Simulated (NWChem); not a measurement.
# B3LYP-D3(0)/jun-cc-pV(D+d)Z (density fitting with weigend coulomb fitting, COSMO-KS nitromethane) run of SiH4O (Si(OH)H3)

What is the vertical singlet–triplet gap of SiH4O (Si(OH)H3) at B3LYP-D3(0)/jun-cc-pV(D+d)Z (density fitting with weigend coulomb fitting, COSMO-KS nitromethane)? 

The results are computed with NWChem 7.3.0.

5 further runs of the same task are left out: 1 that didn't finish, 4 set aside as unsound or not needed.

### Step 1. The molecule

SiH4O has 6 atoms, charge 0, and is taken as a singlet. SMILES: `[H][Si]([H])([H])O`. The shape is that of a GFN2-xTB optimisation.

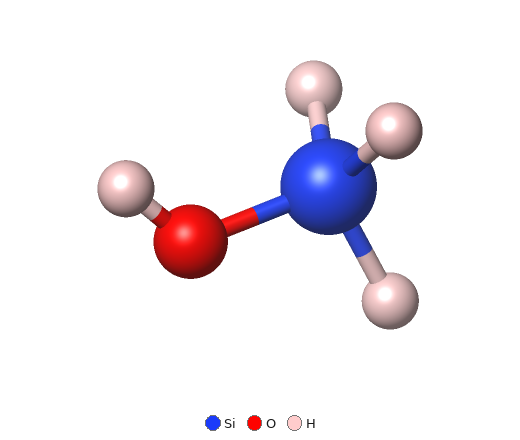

The structure, seen from a chosen angle (silicon blue, oxygen red, hydrogen pink).

### Step 2. The energy at B3LYP-D3(0)/jun-cc-pV(D+d)Z (density fitting with weigend coulomb fitting, COSMO-KS nitromethane)

Input file h4osi.nw:

```
start h4osi
memory stack 880 mb heap 220 mb global 1100 mb

geometry noautosym nocenter noautoz
  Si      -0.059940      -0.114970      -0.407910
  O       -0.059540      -0.091910       1.217130
  H        0.327320       0.620940       1.717260
  H        1.313150      -0.112770      -0.916850
  H       -0.760380       1.058380      -0.933190
  H       -0.760600      -1.359670      -0.676430
end

basis spherical bse
  * library "jun-cc-pV(D+d)Z"
end

basis "cd basis" spherical
  * library "weigend coulomb fitting"
end

cosmo
  dielec 36.562
  do_cosmo_ks true
end

dft
  xc b3lyp
  mult 1
  disp vdw 3
  grid coarse
  convergence energy 1e-07
  direct
  mulliken
end

task dft energy
```

On the command line:

```
$ nwchem h4osi.nw > h4osi.out
```

The program printed:

```text
[...]
          Wavefunction type:  closed shell.
          No. of atoms     :     6
          No. of electrons :    26
[...]
          Charge           :     0
          Spin multiplicity:     1
[...]
          AO basis - number of functions:    65
[...]
              XC Information
              --------------
                         B3LYP Method XC Potential
                     Hartree-Fock (Exact) Exchange  0.200
                        Slater Exchange Functional  0.800 local
                    Becke 1988 Exchange Functional  0.720 non-local
              Lee-Yang-Parr Correlation Functional  0.810
                  VWN I RPA Correlation Functional  0.190 local
[...]
 d= 0,ls=0.0,diis     1   -367.1312787738 -4.33D+02  1.42D-02  4.48D-01     2.6
[...]
 d= 0,ls=0.0,diis     6   -367.1873606163 -8.17D-09  1.02D-06  5.76D-09    27.0
         Total DFT energy =     -367.187360616253
      One electron energy =     -637.740080836710
           Coulomb energy =      235.891122286124
    Exchange-Corr. energy =      -31.088848562720
 Nuclear repulsion energy =       65.669482512901
    Dispersion correction =       -0.001902701007
[...]
      Total Density - Mulliken Population Analysis
     ---------------------------------------------
    Atom       Charge   Shell Charges
 -----------   ------   -------------------------------------------------------
    1 Si  14    13.49   2.00  2.04  0.76  0.34  0.02  6.01  1.42  0.54  0.01  0.01  0.33
    2 O    8     8.54   2.01  0.82  0.86  0.09  2.92  1.68  0.15  0.01
    3 H    1     0.70   0.67 -0.05  0.08
    4 H    1     1.09   0.75  0.33  0.01
    5 H    1     1.09   0.75  0.33  0.01
    6 H    1     1.08   0.76  0.32  0.01
[...]
```

Wall time 28 s (1 thread of AMD EPYC 7R43 (Zen 3), shared host); peak memory 0.12 GiB.

### Step 3. The triplet at the same level

Input file test.nw:

```
start test
memory stack 880 mb heap 220 mb global 1100 mb

geometry units angstrom noautosym nocenter noautoz
Si    -0.059940    -0.114970    -0.407910
O     -0.059540    -0.091910     1.217130
H      0.327320     0.620940     1.717260
H      1.313150    -0.112770    -0.916850
H     -0.760380     1.058380    -0.933190
H     -0.760600    -1.359670    -0.676430
end

basis "ao basis" spherical bse
* library "jun-cc-pV(D+d)Z"
end

basis "cd basis" spherical
* library "weigend coulomb fitting"
end

cosmo
dielec 36.562
do_cosmo_ks true
end

dft
xc b3lyp
mult 3
disp vdw 3
grid coarse
convergence energy 1e-07
direct
iterations 150
mulliken
print low
end

task dft
```

On the command line:

```
$ nwchem test.nw > test.out
```

The program printed:

```text
[...]
 d= 0,ls=0.0,diis     1   -366.8569716860 -4.33D+02  2.63D-02  1.19D-01     2.7
[...]
 d= 0,ls=0.0,diis    10   -366.9433977167 -3.28D-08  2.89D-06  3.08D-11    49.8
[...]
         Total DFT energy =     -366.943397716691
      One electron energy =     -636.016497068401
           Coulomb energy =      234.258876193999
    Exchange-Corr. energy =      -30.917955789044
 Nuclear repulsion energy =       65.669482512901
    Dispersion correction =       -0.001902701007
[...]
      Total Density - Mulliken Population Analysis
     ---------------------------------------------
    Atom       Charge   Shell Charges
 -----------   ------   -------------------------------------------------------
    1 Si  14    14.56   2.00  2.04  0.77  0.39  0.18  6.01  1.45  1.07  0.32  0.02  0.32
    2 O    8     7.83   2.01  0.87  0.83 -0.34  2.83  1.49  0.13  0.01
    3 H    1     0.78   0.65  0.05  0.08
    4 H    1     0.89   0.67  0.21  0.02
    5 H    1     0.90   0.67  0.21  0.02
    6 H    1     1.04   0.74  0.29  0.01
[...]
      <S2> =      2.0085 (Exact =     2.0000)
[...]
```

It took 51 s on 1 thread of AMD EPYC 7R43 (Zen 3), shared host; peak memory 0.12 GiB.

### Step 4. Outcome

Level: B3LYP-D3(0)/jun-cc-pV(D+d)Z (density fitting with weigend coulomb fitting, COSMO-KS nitromethane).

```
                                        quantity          value
                           singlet: total energy  -367.18736 Eh
                          singlet: dipole moment         1.76 D
                            singlet: HOMO energy       -8.54 eV
                            singlet: LUMO energy       -0.53 eV
                          singlet: HOMO–LUMO gap        8.01 eV
                      singlet: dispersion energy   -5.00 kJ/mol
             singlet: solvent term in the energy   -17.4 kJ/mol
                           triplet: total energy  -366.94340 Eh
                      triplet: dispersion energy   -5.00 kJ/mol
             triplet: solvent term in the energy    -9.9 kJ/mol
                                   triplet: ⟨S²⟩          2.009
vertical energy of the triplet above the singlet       6.639 eV
```

**Reading.** At this shape the triplet lies 6.64 eV (641 kJ/mol) above the singlet.
